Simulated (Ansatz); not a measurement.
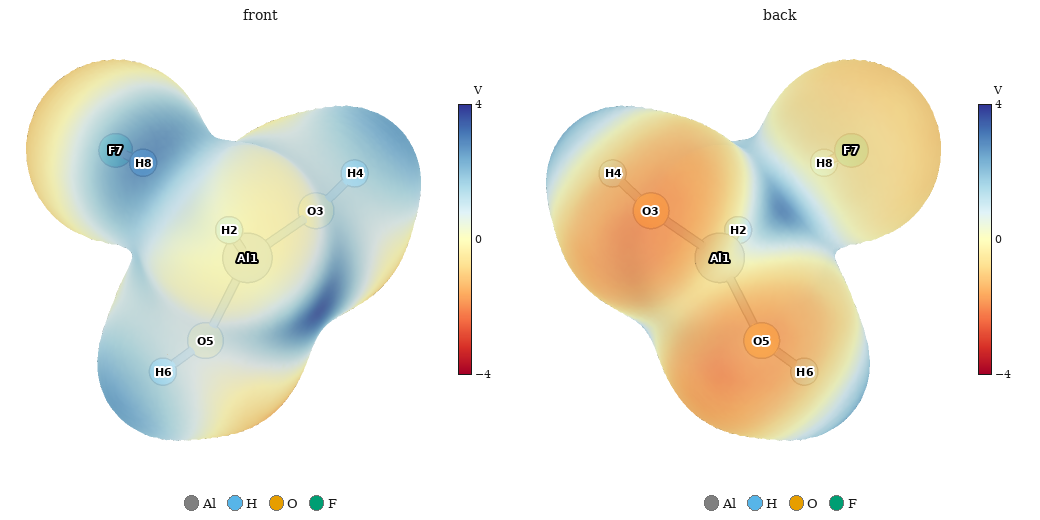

Figure. AlH3O2···HF. The electrostatic potential painted on the density surface at 0.002 e/bohr³, seen from the front and from behind; red is negative and blue positive.

Computed with Ansatz, RKS BHLYP-D4/def2-SVP.

| atom | x (Å) | y (Å) | z (Å) |
| --- | --- | --- | --- |
| Al | -0.0031 | -0.3672 | -0.1374 |
| H | 0.1042 | -0.3285 | 1.4275 |
| O | 1.3773 | -0.4579 | -1.0987 |
| H | 2.2588 | -0.6667 | -0.8059 |
| O | -1.4993 | -0.4650 | -0.8964 |
| H | -2.3695 | -0.3496 | -0.5357 |
| F | -0.0203 | 2.2220 | 1.1310 |
| H | 0.0791 | 1.5125 | 1.7113 |

Question: Describe the electrostatic potential map.

Answer: The most negative region (about −1.9 V) lies over O3 and O5, the most positive (about +3.2 V) over Al1.
